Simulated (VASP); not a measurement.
# H on Cu(111): binding against coverage, part 5 of 9

How do binding and work function change as H crowds Cu(111)?

VASP 6.6.1, plane waves and PAW; the level of theory is named at each step.

So far. Step 9 (The vacuum level, cell 2 x 2, k-mesh 6×6×1): The vacuum level lies 4.79 eV above the Fermi level at the upper face; both faces agree, as the slab has next to no dipole. Step 10 (Relaxing the adsorbate, coverage 1/4, k-mesh 6×6×1): The run ended after 15 ionic steps, 0.046 eV below its first step, once the forces on the free atoms met EDIFFG = -0.03.

## Step 11: The vacuum level with the adsorbate, coverage 1/4, k-mesh 6×6×1

Level of this step: PBE; plane waves and PAW (Cu, H) (VASP).

Input file INCAR:

```
SYSTEM = Cu16H
PREC = Normal
ENCUT = 330
EDIFF = 1E-06
NELM = 120
ISMEAR = 1
SIGMA = 0.15
LREAL = Auto
ALGO = Fast
GGA = PE
NBANDS = 109
LASPH = .TRUE.
LORBIT = 11
LWAVE = .FALSE.
LCHARG = .FALSE.
KPAR = 4
NCORE = 2
IDIPOL = 3
LDIPOL = .TRUE.
DIPOL = 0.5 0.5 0.51
LVHAR = .TRUE.
LVACPOTAV = .TRUE.
```

Input file POSCAR:

```
Cu16H
1.0
    5.1312506560      0.0000000000      0.0000000000
    2.5656253280      4.4437934213      0.0000000000
    0.0000000000      0.0000000000     21.2844729247
Cu H
16 1
Selective dynamics
Direct
    0.0000000000      0.0000000000      0.3523695400  F F F
    0.5000000000      0.0000000000      0.3523695400  F F F
    0.0000000000      0.5000000000      0.3523695400  F F F
    0.5000000000      0.5000000000      0.3523695400  F F F
    0.1666666700      0.1666666700      0.4507898500  F F F
    0.6666666700      0.1666666700      0.4507898500  F F F
    0.1666666700      0.6666666700      0.4507898500  F F F
    0.6666666700      0.6666666700      0.4507898500  F F F
    0.8332381681      0.3333809109      0.5469090674  T T T
    0.3333809109      0.3333809109      0.5469090674  T T T
    0.8333333300      0.8333333300      0.5505403008  T T T
    0.3333809109      0.8332381681      0.5469090674  T T T
    0.0001929731      0.0001929731      0.6464328935  T T T
    0.4996140538      0.0001929731      0.6464328935  T T T
    0.0001929731      0.4996140538      0.6464328935  T T T
    0.5000000000      0.5000000000      0.6424230029  T T T
    0.1666666700      0.1666666700      0.6892508662  T T T
```

Input file KPOINTS:

```
Automatic mesh
0
Gamma
6 6 1
0 0 0
```

The projector-augmented-wave data sets are Cu and H (PBE family, release 64).

Command:

```
mpirun -np 8 vasp_std
```

Log:

```text
[... set-up lines as in an earlier step ...]
 entering main loop
       N       E                     dE             d eps       ncg     rms          rms(c)
DAV:   1     0.147644938184E+04    0.14764E+04   -0.58133E+04  1526   0.152E+03
DAV:   2     0.107594346591E+03   -0.13689E+04   -0.13190E+04  1526   0.384E+02
DAV:   3    -0.646765427923E+02   -0.17227E+03   -0.15743E+03  1577   0.187E+02
DAV:   4    -0.729810056546E+02   -0.83045E+01   -0.81575E+01  1708   0.562E+01
[...]
RMM:  26    -0.596164379811E+02   -0.90189E-05   -0.74466E-07  1065   0.482E-03    0.306E-03
RMM:  27    -0.596164394636E+02   -0.14825E-05   -0.29711E-07  1010   0.348E-03    0.267E-03
RMM:  28    -0.596164397613E+02   -0.29768E-06   -0.10978E-07   975   0.169E-03
 [... a notice as in an earlier step ...]

   1 F= -.59616440E+02 E0= -.59613290E+02  d E =-.944846E-02
```

Wall time 88 s (8 MPI ranks of AMD EPYC 7R13 (Zen 3), shared host); peak memory 1.6 GiB; 12 min of CPU time.

Parts of OUTCAR (step 11):

```text
  Total       -2.6190650     -2.6190650     -0.1591425      0.0000000      0.0000000      0.0000000
  in kB       -8.6460327     -8.6460327     -0.5253598      0.0000000      0.0000000      0.0000000
  external PRESSURE =      -5.9391417 kB  Pullay stress =       0.0000000 kB

 POSITION                                       TOTAL-FORCE (eV/Angst)
 -----------------------------------------------------------------------------------
      0.00000      0.00000      7.50000        -0.010679     -0.006166      0.076443
      2.56563      0.00000      7.50000         0.010679     -0.006166      0.076443
      1.28281      2.22190      7.50000        -0.000000      0.012331      0.076443
      3.84844      2.22190      7.50000        -0.000000      0.000000      0.092933
      1.28281      0.74063      9.59482        -0.000000      0.000000     -0.091973
      3.84844      0.74063      9.59482         0.000000     -0.077580     -0.106749
      2.56563      2.96253      9.59482        -0.067187      0.038790     -0.106749
      5.13125      2.96253      9.59482         0.067187      0.038790     -0.106749
      5.13088      1.48148     11.64067         0.007858     -0.004537      0.002034
      2.56599      1.48148     11.64067        -0.007858     -0.004537      0.002034
      6.41406      3.70316     11.71796        -0.000000      0.000000      0.019721
      3.84844      3.70274     11.64067        -0.000000      0.009074      0.002034
      0.00149      0.00086     13.75898         0.003522      0.002034      0.010176
      2.56414      0.00086     13.75898        -0.003522      0.002034      0.010176
[...]
-----------------------------------------------------------------------------------
    total drift:                                0.000001      0.000001      0.068075

  FREE ENERGIE OF THE ION-ELECTRON SYSTEM (eV)
  ---------------------------------------------------
  free  energy   TOTEN  =       -59.6164397613 eV

  energy  without entropy=      -59.6069912981  energy(sigma->0) =      -59.61329027

[... 2 parts as in an earlier step ...]

[... 1 further part left out ...]
[key lines of the parts left out:]
E-fermi :   0.1419
```

At the end the adsorbate's closest contact with the slab is H-Cu at 1.74 Å, 1.48 Å to the side of the slab's atom, and its lowest atom lies 0.91 Å above the highest atom of the slab.

The vacuum level lies 4.73 eV above the Fermi level at the upper face; both faces agree, as the slab has next to no dipole.

The program found no field-free point at its default tolerance, and its printed vacuum level lies off the flat part of the planar average, by -0.01 eV at the upper face; the levels here are read from the flat part.

## Step 12: Relaxing the adsorbate, coverage 2/4, k-mesh 6×6×1

System of this step: Cu8H (Cu(111)). The cell holds 18 atoms: 16 Cu and 2 H. Cell: a = 5.131 Å, b = 5.131 Å, c = 21.284 Å, α = 90.0°, β = 90.0°, γ = 60.0°. It derives from Cu. 2 H over fcc sites of a 2 x 2 cell of Cu(111). Vacuum lies along c.

Input file INCAR:

```
SYSTEM = Cu8H
PREC = Normal
ENCUT = 330
EDIFF = 1E-05
NELM = 120
ISMEAR = 1
SIGMA = 0.15
LREAL = Auto
ALGO = Fast
GGA = PE
NBANDS = 110
LASPH = .TRUE.
LORBIT = 11
LWAVE = .FALSE.
LCHARG = .FALSE.
KPAR = 4
NCORE = 2
IBRION = 2
NSW = 45
ISIF = 2
EDIFFG = -0.03
POTIM = 0.4
MAXMIX = 40
IDIPOL = 3
LDIPOL = .TRUE.
DIPOL = 0.5 0.5 0.519
```

Input file POSCAR:

```
Cu8H
1.0
    5.1312506560      0.0000000000      0.0000000000
    2.5656253280      4.4437934213      0.0000000000
    0.0000000000      0.0000000000     21.2844729247
Cu H
16 2
Selective dynamics
Direct
    0.0000000000      0.0000000000      0.3523695400  F F F
    0.5000000000      0.0000000000      0.3523695400  F F F
    0.0000000000      0.5000000000      0.3523695400  F F F
    0.5000000000      0.5000000000      0.3523695400  F F F
    0.1666666700      0.1666666700      0.4507898500  F F F
    0.6666666700      0.1666666700      0.4507898500  F F F
    0.1666666700      0.6666666700      0.4507898500  F F F
    0.6666666700      0.6666666700      0.4507898500  F F F
    0.8333333300      0.3333333300      0.5478941900  T T T
    0.3333333300      0.3333333300      0.5478941900  T T T
    0.8333333300      0.8333333300      0.5478941900  T T T
    0.3333333300      0.8333333300      0.5478941900  T T T
    0.0000000000      0.0000000000      0.6451700400  T T T
    0.5000000000      0.0000000000      0.6451700400  T T T
    0.0000000000      0.5000000000      0.6451700400  T T T
    0.5000000000      0.5000000000      0.6451700400  T T T
    0.1666666700      0.1666666700      0.6827561300  T T T
    0.6666666700      0.1666666700      0.6827561300  T T T
```

KPOINTS is that of step 11.

Command:

```
mpirun -np 8 vasp_std
```

Log:

```text
[banner, memory and clock lines left out]
running    8 mpi-ranks, on    1 nodes
[...]
LDA part: xc-table for (Slater+PW92), standard interpolation
 POSCAR, INCAR and KPOINTS ok, starting setup
[...]
entering main loop
       N       E                     dE             d eps       ncg     rms          rms(c)
DAV:   1     0.150326368665E+04    0.15033E+04   -0.58723E+04  2860   0.153E+03
DAV:   2     0.113194419007E+03   -0.13901E+04   -0.13390E+04  2860   0.387E+02
DAV:   3    -0.683959690525E+02   -0.18159E+03   -0.16711E+03  3026   0.190E+02
DAV:   4    -0.771554503668E+02   -0.87595E+01   -0.86141E+01  3240   0.567E+01
[...]
RMM:  24    -0.630301530263E+02   -0.24105E-04   -0.19189E-06  1654   0.787E-03    0.356E-03
RMM:  25    -0.630301798277E+02   -0.26801E-04   -0.19254E-06  1657   0.697E-03    0.310E-03
RMM:  26    -0.630301848899E+02   -0.50621E-05   -0.82325E-07  1624   0.607E-03
   1 F= -.63030185E+02 E0= -.63027685E+02  d E =-.630302E+02
[...]
5 F= -.63097923E+02 E0= -.63096292E+02  d E =-.252556E-01
   6 F= -.63098629E+02 E0= -.63097040E+02  d E =-.259618E-01
   7 F= -.63105461E+02 E0= -.63103937E+02  d E =-.683123E-02
   8 F= -.63107555E+02 E0= -.63106054E+02  d E =-.892544E-02
   9 F= -.63107764E+02 E0= -.63106283E+02  d E =-.913459E-02
  10 F= -.63108281E+02 E0= -.63106794E+02  d E =-.965170E-02
  11 F= -.63112067E+02 E0= -.63110595E+02  d E =-.378565E-02
  12 F= -.63113653E+02 E0= -.63112180E+02  d E =-.537201E-02
  13 F= -.63115906E+02 E0= -.63114439E+02  d E =-.762468E-02
  14 F= -.63116078E+02 E0= -.63114605E+02  d E =-.779727E-02
  15 F= -.63116571E+02 E0= -.63115109E+02  d E =-.828983E-02
  16 F= -.63119544E+02 E0= -.63118063E+02  d E =-.297306E-02
  17 F= -.63119812E+02 E0= -.63118328E+02  d E =-.324130E-02
  18 F= -.63120105E+02 E0= -.63118610E+02  d E =-.353425E-02
  19 F= -.63120009E+02 E0= -.63118521E+02  d E =-.343867E-02
  20 F= -.63120078E+02 E0= -.63118586E+02  d E =-.350715E-02
  21 F= -.63120048E+02 E0= -.63118557E+02  d E =-.347678E-02
  22 F= -.63120565E+02 E0= -.63119073E+02  d E =-.517282E-03
 trial-energy change:   -0.000517  1 .order   -0.000407   -0.000539   -0.000274
 step:   2.9302(harm=  4.7639)  dis= 0.00368  next Energy=   -63.120601 (dE=-0.553E-03)
 reached required accuracy - stopping structural energy minimisation
```

Elapsed: 18 min, on 8 MPI ranks; peak memory 2 GiB.

From OUTCAR (step 12):

```text
  Total       -1.7614429     -3.6695423     -0.3866278      0.0000000     -0.0993658      0.0000000
  in kB       -5.8148585    -12.1138583     -1.2763319      0.0000000     -0.3280253      0.0000000
  external PRESSURE =      -6.4016829 kB  Pullay stress =       0.0000000 kB

 POSITION                                       TOTAL-FORCE (eV/Angst)
 -----------------------------------------------------------------------------------
      0.00000      0.00000      7.50000        -0.000000     -0.019043      0.033319
      2.56563      0.00000      7.50000        -0.000000     -0.019043      0.033319
      1.28281      2.22190      7.50000         0.000000      0.026044      0.060683
      3.84844      2.22190      7.50000         0.000000      0.026044      0.060683
      1.28281      0.74063      9.59482         0.000000     -0.095462     -0.057874
      3.84844      0.74063      9.59482         0.000000     -0.095462     -0.057874
      2.56563      2.96253      9.59482        -0.000000      0.087975     -0.058110
      5.13125      2.96253      9.59482        -0.000000      0.087975     -0.058110
      5.13125      1.48144     11.63099        -0.000000      0.002085      0.008149
      2.56563      1.48144     11.63099        -0.000000      0.002085      0.008149
      6.41406      3.70513     11.71686        -0.000000     -0.008011      0.002119
      3.84844      3.70513     11.71686        -0.000000     -0.008011      0.002119
      2.56563      4.43117     13.84870        -0.000000      0.014026     -0.018037
      5.13125      4.43117     13.84870        -0.000000      0.014026     -0.018037
[...]
-----------------------------------------------------------------------------------
    total drift:                               -0.000073      0.032930      0.116481

  FREE ENERGIE OF THE ION-ELECTRON SYSTEM (eV)
  ---------------------------------------------------
  free  energy   TOTEN  =       -63.1205648588 eV

  energy  without entropy=      -63.1160893858  energy(sigma->0) =      -63.11907303

[... 2 parts as in an earlier step ...]

[... 2 further parts left out ...]
[key lines of the parts left out:]
E-fermi :   0.1284
```

The run keeps the 2 symmetry operations of its start, so it cannot find a distortion of lower symmetry.

Relaxation path:

```csv
step,energy less that of the first step (eV),largest force (eV/Å)
1,0.0000,0.4087
2,-0.0285,0.2986
3,-0.0425,0.2259
4,-0.0538,0.1642
5,-0.0677,0.1257
6,-0.0684,0.1539
7,-0.0753,0.0954
8,-0.0774,0.0821
9,-0.0776,0.1406
10,-0.0781,0.1133
11,-0.0819,0.0877
12,-0.0835,0.0860
13,-0.0857,0.0921
14,-0.0859,0.1240
15,-0.0864,0.0988
16,-0.0894,0.0446
17,-0.0896,0.0331
18,-0.0899,0.0476
19,-0.0898,0.0375
20,-0.0899,0.0513
21,-0.0899,0.0337
22,-0.0904,0.0246
```

The atoms that moved most (Å):

```csv
atom,dx,dy,dz,length
H18,0.000,0.012,0.156,0.157
H17,0.000,0.012,0.156,0.157
Cu13,0.000,-0.013,0.117,0.117
Cu14,0.000,-0.013,0.117,0.117
Cu11,0.000,0.002,0.055,0.055
Cu12,0.000,0.002,0.055,0.055
Cu10,0.000,0.000,-0.031,0.031
Cu9,0.000,0.000,-0.031,0.031
```

The relaxed structure:

```xyz
18
Lattice="5.1313 0.0000 0.0000 2.5656 4.4438 0.0000 0.0000 0.0000 21.2845" Properties=species:S:1:pos:R:3
Cu    0.0000    0.0000    7.5000
Cu    2.5656    0.0000    7.5000
Cu    1.2828    2.2219    7.5000
Cu    3.8484    2.2219    7.5000
Cu    1.2828    0.7406    9.5948
Cu    3.8484    0.7406    9.5948
Cu    2.5656    2.9625    9.5948
Cu    5.1313    2.9625    9.5948
Cu    5.1313    1.4814   11.6310
Cu    2.5656    1.4814   11.6310
Cu    6.4141    3.7051   11.7169
Cu    3.8484    3.7051   11.7169
Cu    0.0000   -0.0126   13.8487
Cu    2.5656   -0.0126   13.8487
Cu    1.2828    2.2087   13.7210
Cu    3.8484    2.2087   13.7210
H     1.2828    0.7527   14.6883
H     3.8484    0.7527   14.6883
```

The run ended after 22 ionic steps, 0.090 eV below its first step, once the forces on the free atoms met EDIFFG = -0.03.

## Step 13: The vacuum level with the adsorbate, coverage 2/4, k-mesh 6×6×1

Input file INCAR:

```
SYSTEM = Cu8H
PREC = Normal
ENCUT = 330
EDIFF = 1E-06
NELM = 120
ISMEAR = 1
SIGMA = 0.15
LREAL = Auto
ALGO = Fast
GGA = PE
NBANDS = 110
LASPH = .TRUE.
LORBIT = 11
LWAVE = .FALSE.
LCHARG = .FALSE.
KPAR = 4
NCORE = 2
IDIPOL = 3
LDIPOL = .TRUE.
DIPOL = 0.5 0.5 0.521
LVHAR = .TRUE.
LVACPOTAV = .TRUE.
```

Input file POSCAR:

```
Cu8H
1.0
    5.1312506560      0.0000000000      0.0000000000
    2.5656253280      4.4437934213      0.0000000000
    0.0000000000      0.0000000000     21.2844729247
Cu H
16 2
Selective dynamics
Direct
    0.0000000000      0.0000000000      0.3523695400  F F F
    0.5000000000      0.0000000000      0.3523695400  F F F
    0.0000000000      0.5000000000      0.3523695400  F F F
    0.5000000000      0.5000000000      0.3523695400  F F F
    0.1666666700      0.1666666700      0.4507898500  F F F
    0.6666666700      0.1666666700      0.4507898500  F F F
    0.1666666700      0.6666666700      0.4507898500  F F F
    0.6666666700      0.6666666700      0.4507898500  F F F
    0.8333138607      0.3333722686      0.5464543783  T T T
    0.3333138607      0.3333722686      0.5464543783  T T T
    0.8331122503      0.8337754894      0.5504884391  T T T
    0.3331122503      0.8337754894      0.5504884391  T T T
    0.0014200452      0.9971599097      0.6506480495  T T T
    0.5014200452      0.9971599097      0.6506480495  T T T
    0.0014870199      0.4970259603      0.6446478386  T T T
    0.5014870199      0.4970259603      0.6446478386  T T T
    0.1653132816      0.1693734467      0.6900941198  T T T
    0.6653132816      0.1693734467      0.6900941198  T T T
```

KPOINTS is that of step 12.

Command:

```
mpirun -np 8 vasp_std
```

Log:

```text
[... set-up lines as in an earlier step ...]
 entering main loop
       N       E                     dE             d eps       ncg     rms          rms(c)
DAV:   1     0.149891577134E+04    0.14989E+04   -0.58660E+04  2860   0.153E+03
DAV:   2     0.111696836578E+03   -0.13872E+04   -0.13361E+04  2860   0.386E+02
DAV:   3    -0.684067672358E+02   -0.18010E+03   -0.16537E+03  3002   0.189E+02
DAV:   4    -0.771607641097E+02   -0.87540E+01   -0.86034E+01  3266   0.567E+01
[...]
RMM:  27    -0.631205474549E+02   -0.29428E-05   -0.25995E-07  1922   0.224E-03    0.270E-03
RMM:  28    -0.631205485343E+02   -0.10794E-05   -0.13344E-07  1887   0.227E-03    0.263E-03
RMM:  29    -0.631205486904E+02   -0.15610E-06   -0.43262E-08  1750   0.131E-03
 [... a notice as in an earlier step ...]

   1 F= -.63120549E+02 E0= -.63119060E+02  d E =-.446727E-02
```

Run time: 3.1 min. Hardware: 8 MPI ranks; peak memory 1.8 GiB; 23 min of CPU time.

OUTCAR, selected parts (step 13):

```text
  Total       -1.6780693     -3.5877920     -0.2981909      0.0000000     -0.0989155      0.0000000
  in kB       -5.5396266    -11.8439848     -0.9843851      0.0000000     -0.3265390      0.0000000
  external PRESSURE =      -6.1226655 kB  Pullay stress =       0.0000000 kB

 POSITION                                       TOTAL-FORCE (eV/Angst)
 -----------------------------------------------------------------------------------
      0.00000      0.00000      7.50000        -0.000000     -0.018880      0.031175
      2.56563      0.00000      7.50000        -0.000000     -0.018880      0.031175
      1.28281      2.22190      7.50000        -0.000000      0.026215      0.058609
      3.84844      2.22190      7.50000        -0.000000      0.026215      0.058609
      1.28281      0.74063      9.59482         0.000000     -0.095143     -0.059832
      3.84844      0.74063      9.59482         0.000000     -0.095143     -0.059832
      2.56563      2.96253      9.59482         0.000000      0.087996     -0.060288
      5.13125      2.96253      9.59482         0.000000      0.087996     -0.060288
      5.13125      1.48144     11.63099        -0.000000      0.000905      0.005150
      2.56563      1.48144     11.63099        -0.000000      0.000905      0.005150
      6.41406      3.70513     11.71686        -0.000000     -0.008454      0.006305
      3.84844      3.70513     11.71686        -0.000000     -0.008454      0.006305
      2.56563      4.43117     13.84870        -0.000000      0.016025     -0.017125
      5.13125      4.43117     13.84870        -0.000000      0.016025     -0.017125
[...]
-----------------------------------------------------------------------------------
    total drift:                               -0.000010      0.029928      0.154781

  FREE ENERGIE OF THE ION-ELECTRON SYSTEM (eV)
  ---------------------------------------------------
  free  energy   TOTEN  =       -63.1205486904 eV

  energy  without entropy=      -63.1160814179  energy(sigma->0) =      -63.11905960

[... 2 parts as in an earlier step ...]

[... 1 further part left out ...]
[key lines of the parts left out:]
E-fermi :   0.1274
```

The planar average of the electrostatic potential oscillates, so the rows of the table below give means over windows of 2 Å about each position, cut where the curve ends. Its maxima inside the range that stand out by 2 % of the span (Å: eV): 8.5: 0.504, 10.6: 0.426, 12.7: 0.502. Its minima: 7.5: -14.8, 9.6: -14.9, 11.6: -14.8, 13.7: -14.9.

Zero at the Fermi level. The planar average of the electrostatic potential by height; means over each step:

```csv
height (Å),planar average of the electrostatic potential (eV)
0,4.81
2,4.80
4,4.79
6,2.36
8,-7.37
10,-7.62
12,-7.55
14,-7.82
16,4.32
18,4.82
20,4.82
```

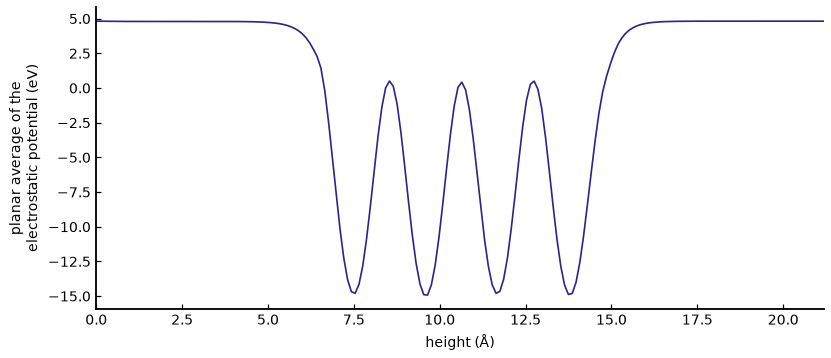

Planar average of the electrostatic potential, plotted against height.

At the end the adsorbate's closest contact with the slab is H-Cu at 1.71 Å, 1.49 Å to the side of the slab's atom, and its lowest atom lies 0.84 Å above the highest atom of the slab.

The vacuum level lies 4.82 eV above the Fermi level at the upper face; both faces agree, as the slab has next to no dipole.

The program found no field-free point at its default tolerance, and its printed vacuum level lies off the flat part of the planar average, by -0.03 eV at the upper face; the levels here are read from the flat part.

[end of part 5 of 9]

[Lines on the potential files, build, host, timing and source positions are cut from VASP's logs without a mark.]

[Logs are printed without paths, hosts, clocks, repeated set-up lines and the standing remarks that a program may print on its own settings, such as how far it seeks lower states.]

[Hosts, paths, dates, database ids (printed as entryN), source tags and the programs' standing remarks are cut or masked in the printed files.]

[Runs that stopped without an error message from VASP are left out.]

[In band tables of VASP the shares of atoms and orbitals are scaled to a sum of 1 inside the atoms' spheres.]
